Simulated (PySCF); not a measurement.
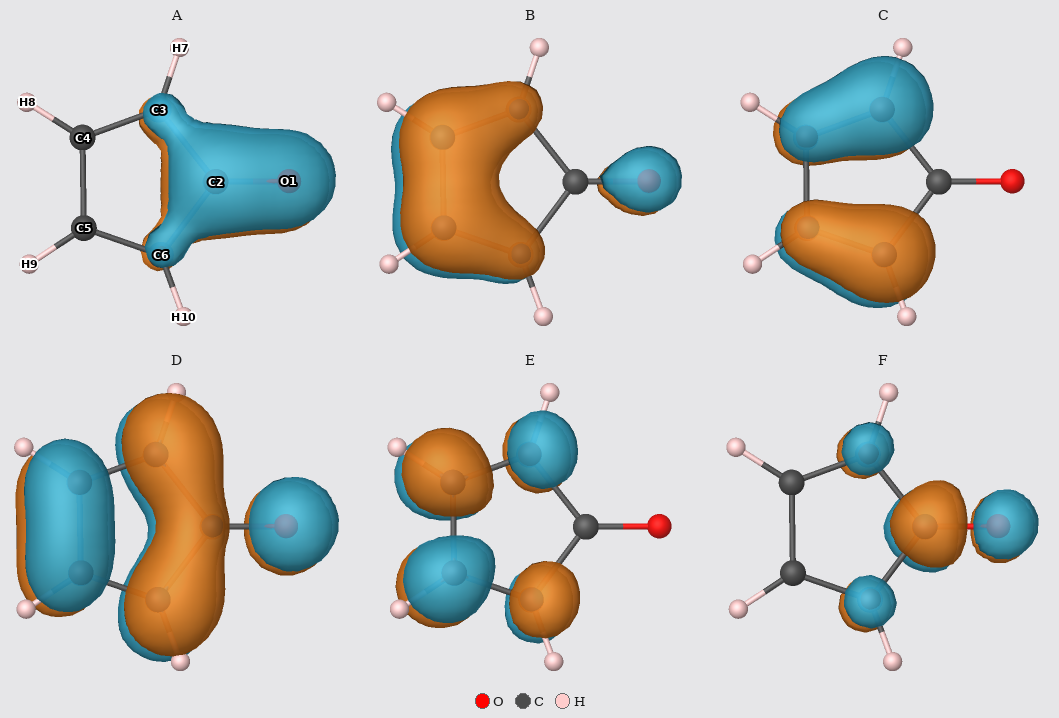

Figure. C$_{5}$H$_{4}$O, SMILES `O=C1C=CC=C1`. Natural orbitals of the π active space, CASSCF(6,6), triplet state at the geometry of the singlet, in order of falling occupation.

Method: def2-SVP basis; geometry: GFN2-xTB; program: PySCF. No frequency check shows the geometry to be a minimum.

The calculation's input:

```python
import numpy as np
from pyscf import gto, scf, dft, mcscf, mrpt
from pyscf.mcscf import avas

def solve(mol, dm0=None, hcore=None):
    mf = scf.ROHF(mol) if mol.spin else scf.RHF(mol)
    mf = mf.density_fit(auxbasis='def2-universal-jkfit')
    mf.conv_tol, mf.max_cycle = 1e-8, 80
    if hcore is not None:
        mf.get_hcore = lambda *args: hcore
    mf.kernel(dm0)
    if not mf.converged:
        mf = mf.newton().run(mf.mo_coeff, mf.mo_occ, max_cycle=30)
    assert mf.converged, 'SCF not converged'
    return mf

mol = gto.M(atom='''
O     -2.02864    -0.00008     0.00000
C     -0.82498     0.00015     0.00000
C      0.08943    -1.18657     0.00000
C      1.34507    -0.73964     0.00000
C      1.34505     0.73964     0.00000
C      0.08939     1.18653     0.00000
H     -0.26617    -2.19862     0.00000
H      2.24891    -1.32233     0.00000
H      2.24888     1.32235     0.00000
H     -0.26623     2.19858     0.00000
''', basis='def2-svp', charge=0, spin=0, verbose=4)
mf = solve(mol)
ncas, nel, orbs = avas.avas(mf, ['C 2pz', 'O 2pz'], threshold=0.5, openshell_option=3)
print('active space', nel, ncas)
assert 2 <= ncas <= 10, 'active space too large or empty'
mc = mcscf.CASSCF(mf, ncas, nel)
mc.natorb, mc.max_cycle_macro = True, 60
mc.fix_spin_(ss=mol.spin / 2 * (mol.spin / 2 + 1))
mc.kernel(orbs)
occ = mc.mo_occ[mc.ncore:mc.ncore + ncas]
print('natural occupations', occ.round(4))
e2 = mrpt.NEVPT(mc).kernel()
out = dict(c=mc.mo_coeff[:, mc.ncore:mc.ncore + ncas], occ=occ, e=mc.e_tot, e2=e2, ehf=mf.e_tot, ok=mc.converged, nel=nel, w0=abs(mc.ci).max() ** 2, dm=mc.make_rdm1())
# the other spin state at the same geometry
other = mol.copy().set(spin=2).build()
mo = scf.ROHF(other).density_fit(auxbasis='def2-universal-jkfit').run()
na = (nel + other.spin) // 2
m2 = mcscf.CASSCF(mo, ncas, (na, nel - na))
m2.natorb = True
m2.fix_spin_(ss=other.spin / 2 * (other.spin / 2 + 1))
m2.kernel(mc.mo_coeff)
e2o = mrpt.NEVPT(m2).kernel()
print('other state above this one / eV: CASSCF', (m2.e_tot - mc.e_tot) * 27.211386, 'NEVPT2', (m2.e_tot + e2o - mc.e_tot - e2) * 27.211386)
np.savez('result.npz', eo=m2.e_tot, e2o=e2o, oko=m2.converged, occo=m2.mo_occ[mc.ncore:mc.ncore + ncas], co=m2.mo_coeff[:, mc.ncore:mc.ncore + ncas], **out)
```

Launched as:

```sh
OMP_NUM_THREADS=1 python input.py
```

The run took 42 s on 1 thread of Arm Neoverse V1, with other jobs on the host, peak memory 0.26 GiB.

Question: What are the natural occupation numbers?

Answer: A 1.94, B 1.89, C 1.04, D 0.96, E 0.10, F 0.06.

Question: Where does the lowest triplet lie relative to the singlet, at this geometry and within this active space?

Answer: 2.32 eV above it by strongly contracted NEVPT2 (+2.60 eV by CASSCF); a small basis tends to put such gaps a few tenths of an eV too high. This is a vertical energy for π states alone; a state that uses lone pairs or σ orbitals may lie lower.
